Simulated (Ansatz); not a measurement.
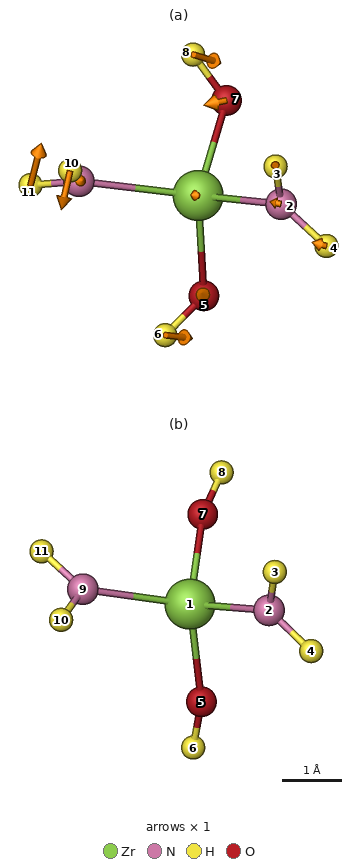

The structure of ZrN2H6O2 before (top) and after (bottom) a relaxation, at one scale. The orange arrows give the displacements, at their true length.

Style: ball-and-stick. Shown at a tilt.

The run prepares the start of a later molecular dynamics calculation, from a guessed geometry.

The calculation used RKS BHLYP-D4/def2-SVP in Ansatz 0.2.0.

The input:
```yaml
crystal:
  periodic: [false, false, false]
  atoms:
    - { symbol: Zr, position_ang: [0.0, 0.0, 0.0] }
    - { symbol: "N", position_ang: [0.0, 0.0, 2.21] }
    - { symbol: H, position_ang: [-0.877, -0.2713, 2.74] }
    - { symbol: H, position_ang: [0.877, 0.2713, 2.74] }
    - { symbol: O, position_ang: [1.952, 0.0, -0.6893] }
    - { symbol: H, position_ang: [2.2684, -0.9521, -0.806] }
    - { symbol: O, position_ang: [-0.975, 1.6891, -0.6893] }
    - { symbol: H, position_ang: [-1.9328, 1.4584, -0.9117] }
    - { symbol: "N", position_ang: [-1.0409, -1.8034, -0.7359] }
    - { symbol: H, position_ang: [-1.5759, -2.4197, -0.0595] }
    - { symbol: H, position_ang: [-1.0055, -2.0526, -1.7656] }
basis:
  gaussian: { orbitals: def2-SVP }
hamiltonian:
  xc: { name: BHLYP }
  dispersion: d4
relax:
  f_tol: 0.02
  max_steps: 40
```

Command:
```bash
ansatz run input.yaml --threads 2 --pin off --max-ram 3072MiB --backend cpu --events-out ev --progress --plain --runs-dir out
```

Describe what moved and what it gained.

H11 moves most after the best rigid fit: 0.93 Å. Largest moves by element: H 0.93 Å, O 0.44 Å, N 0.22 Å, Zr 0.18 Å. Among the contacts that change: Zr1–N2 2.210 → 2.047 Å, Zr1–O5 2.070 → 1.933 Å, O5–H6 1.010 → 0.948 Å, N2–H3 1.060 → 1.011 Å. Bond angles that change, for instance: Zr1–O7–H8 109.5° → 166.5°, Zr1–O5–H6 109.5° → 165.1°, H10–N9–H11 120.0° → 108.2°. Groups turn about Zr1–N9 by about 55°. The energy falls by 1.767 eV in 16 accepted moves (18 points after the start). The largest force component goes from 2.8 to 0.019 eV/Å. The line search rejected the trial steps at points 8, 10 of the run. The forces were under the threshold at step 15, but the run went on from there.
